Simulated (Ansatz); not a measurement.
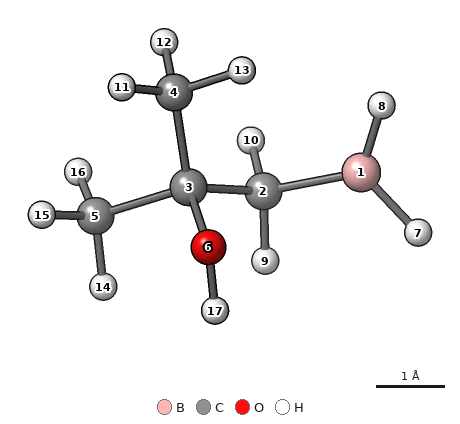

This is the input geometry for a relaxation of C4H11BO. Style: ball-and-stick. Shown at a tilt.

The run prepares the start of a later molecular dynamics calculation, from a guessed geometry.

Theory: UKS PBE-D4/STO-3G (Ansatz 0.2.0).

Input
```yaml
crystal:
  periodic: [false, false, false]
  atoms:
    - { symbol: B, position_ang: [-1.7006, 0.3131, 1.4214] }
    - { symbol: C, position_ang: [-1.0795, 0.4461, -0.0396] }
    - { symbol: C, position_ang: [0.3912, 0.0449, -0.0772] }
    - { symbol: C, position_ang: [0.6635, -1.4481, 0.2284] }
    - { symbol: C, position_ang: [1.0106, 0.3289, -1.4771] }
    - { symbol: O, position_ang: [1.1488, 0.7818, 0.9035] }
    - { symbol: H, position_ang: [-2.1646, 1.3309, 1.9212] }
    - { symbol: H, position_ang: [-1.8259, -0.6672, 1.946] }
    - { symbol: H, position_ang: [-1.1787, 1.5168, -0.3428] }
    - { symbol: H, position_ang: [-1.655, -0.1913, -0.7119] }
    - { symbol: H, position_ang: [1.6474, -1.7536, 0.168] }
    - { symbol: H, position_ang: [0.0156, -2.0614, -0.4658] }
    - { symbol: H, position_ang: [0.21, -1.671, 1.2487] }
    - { symbol: H, position_ang: [0.881, 1.426, -1.6907] }
    - { symbol: H, position_ang: [2.0876, 0.0618, -1.4851] }
    - { symbol: H, position_ang: [0.4863, -0.2204, -2.22] }
    - { symbol: H, position_ang: [1.0434, 1.7623, 0.7132] }
magnetization:
  spin_polarized: true
basis:
  gaussian: { orbitals: STO-3G }
hamiltonian:
  xc: pbe
  dispersion: d4
relax:
  f_tol: 0.02
  max_steps: 40
```

Run as
```bash
ansatz run input.yaml --threads 1 --pin off --max-ram 2048MiB --backend cpu --events-out ev --progress --plain --runs-dir out
```

**What does the optimiser find from here?**

The atom that moves furthest after the best rigid fit is H7 (1.17 Å). By element the largest moves are H 1.17 Å, O 0.78 Å, B 0.73 Å, C 0.41 Å. Some distances before and after: B1–O6 2.934 → 1.672 Å, C3–O6 1.442 → 1.564 Å, C4–H11 1.032 → 1.107 Å, B1–H8 1.119 → 1.181 Å. New bonds form, among them: B1–O6 (2.93 → 1.67 Å). Among the angles between lasting bonds that change: B1–C2–C3 112.1° → 89.7°, C2–C3–O6 110.8° → 94.1°, B1–C2–H9 107.1° → 117.0°. Groups turn about C2–C3 by about 50°, C3–O6 by about 45°. Over 16 accepted moves (17 points after the start) the energy falls by 236.1 kJ/mol. Largest force component: 5.8 eV/Å at the start, 0.015 eV/Å at the end. The line search rejected the trial step at point 7 of the run. Cost: 110 s on 1 thread of Arm Neoverse V1, on a shared host, peak memory 0.16 GiB.

Step by step:

| step | E − E(0), kJ/mol | largest force component, eV/Å | note |
| --- | --- | --- | --- |
| 0 | 0.00 | 5.8392 |  |
| 1 | -55.71 | 1.1688 |  |
| 2 | -62.87 | 0.7092 |  |
| 3 | -69.53 | 0.3411 |  |
| 4 | -92.93 | 1.3534 |  |
| 5 | -146.98 | 2.1554 |  |
| 6 | -207.76 | 1.6141 |  |
| 7 | -202.81 | 3.2611 | rejected |
| 8 | -224.90 | 0.2921 |  |
| 9 | -229.68 | 0.2497 |  |
| 10 | -233.35 | 0.2378 |  |
| 11 | -234.74 | 0.2075 |  |
| 12 | -235.69 | 0.0906 |  |
| 13 | -235.93 | 0.0843 |  |
| 14 | -236.03 | 0.0218 |  |
| 15 | -236.06 | 0.0168 |  |
| 16 | -236.08 | 0.0282 |  |
| 17 | -236.09 | 0.0154 |  |

The structure at the end:

```xyz
17

B    -1.1572    0.8035    1.3642
C    -1.3429    0.1372   -0.1169
C     0.1940   -0.1538   -0.1688
C     0.6011   -1.6450    0.0041
C     1.0119    0.5654   -1.2791
O     0.4834    0.5216    1.2123
H    -1.2963    1.9733    1.4638
H    -1.5121    0.1669    2.2939
H    -1.6504    0.8135   -0.9360
H    -1.9334   -0.7942   -0.1840
H     1.6913   -1.7461    0.1638
H     0.3195   -2.2021   -0.9094
H     0.0636   -2.0814    0.8661
H     0.7388    1.6374   -1.3339
H     2.1012    0.4683   -1.1048
H     0.7714    0.1013   -2.2543
H     0.8971    1.4337    0.9591
```

After the run, drawn alike:

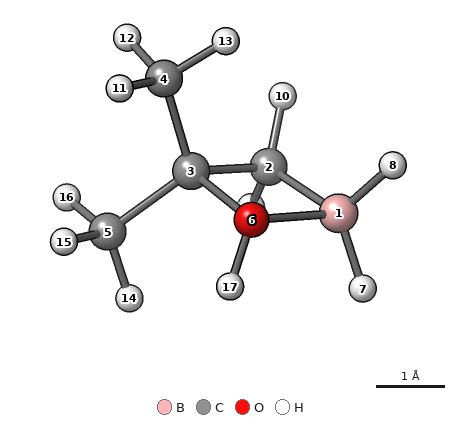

Limits of the set-up: STO-3G is a minimal basis, so the numbers are rough.
